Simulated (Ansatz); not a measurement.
**CH5B···SiH4: density, localisation and related maps**

```xyz
12

B     0.0958   -0.3324    0.0047
H     0.1278   -0.7312    1.1263
C     1.4126   -0.2255   -0.8475
H     1.6461   -1.2526   -1.1789
H     1.3259    0.3867   -1.7516
H     2.2898    0.1088   -0.2712
H    -0.9876   -0.1785   -0.4876
Si    0.0123    2.6128    1.1082
H     0.5993    3.0147    2.4111
H     0.8471    3.1214   -0.0073
H    -1.3741    3.1276    0.9918
H    -0.0103    1.1364    1.0708
```

These are results of RKS B3LYP-D4/6-31G* (Ansatz), not measurements.

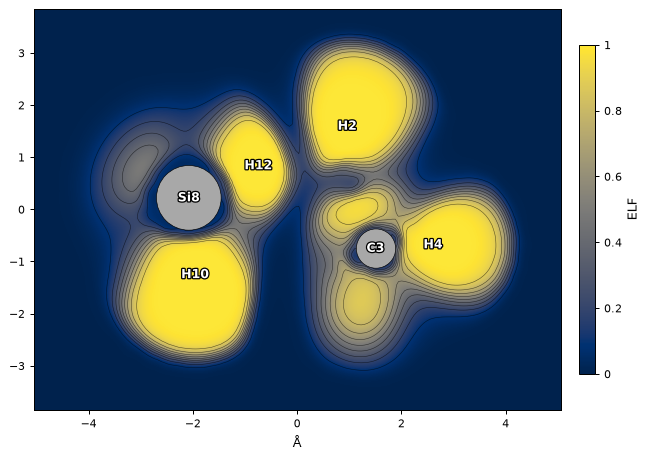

Figure 1. ELF on the plane of atoms H10, Si8 and H12. Grey discs cover the atomic cores.

### What do the fields say about this system?

Atoms in the plane: H, C and Si. C–H (1.10 Å): the ELF climbs to about 1 towards the hydrogen, as it does in any bond to H: an ordinary covalent bond to hydrogen. Si–H (1.48 Å): the ELF climbs to about 1 towards the hydrogen.

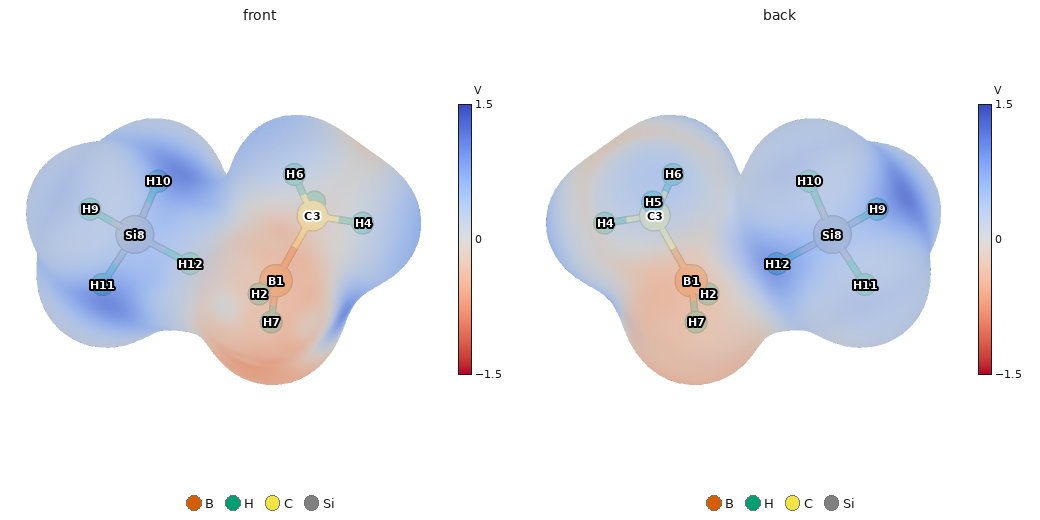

Figure 2. The molecular electrostatic potential painted on the density surface at 0.002 e/bohr³, seen from the front and from behind; red is negative and blue positive.

### Where is the surface potential most negative and most positive?

The most negative region (about −0.6 V) lies over H7, the most positive (about +1.1 V) over Si8.

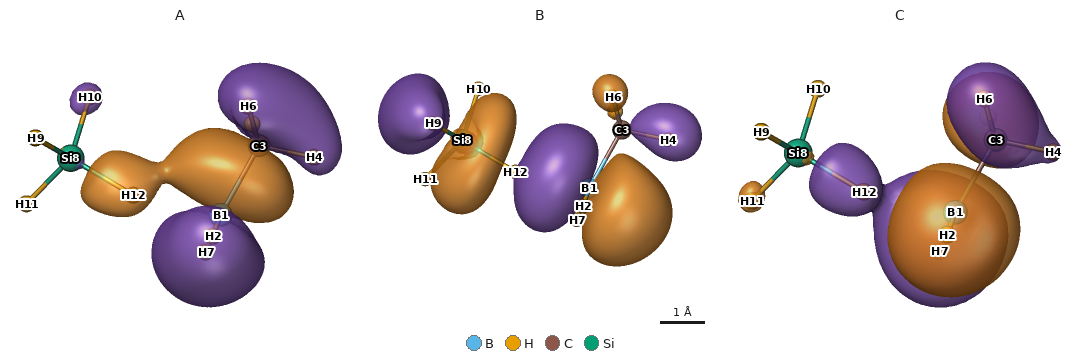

Figure 3. Three frontier orbitals at ±0.08 Å⁻³ᐟ² (orange and purple are the two phases), in no order.

### Which picture is the HOMO−1, the HOMO and the LUMO?

A is the HOMO−1 (−8.72 eV). By Hirshfeld shares it lies mainly on C3 (about 35 %), B1 (about 30 %), H7 (about 10 %) and H2 (about 5 %). C is the HOMO (−8.41 eV). It lies mainly on B1 (about 30 %), H2 (about 25 %), H7 (about 15 %) and C3 (about 10 %). B is the LUMO (−0.76 eV). It lies mainly on B1 (about 45 %), Si8 (about 20 %), C3 (about 5 %) and H12 (about 5 %).

### What is the HOMO–LUMO gap?

7.65 eV between the orbital energies.
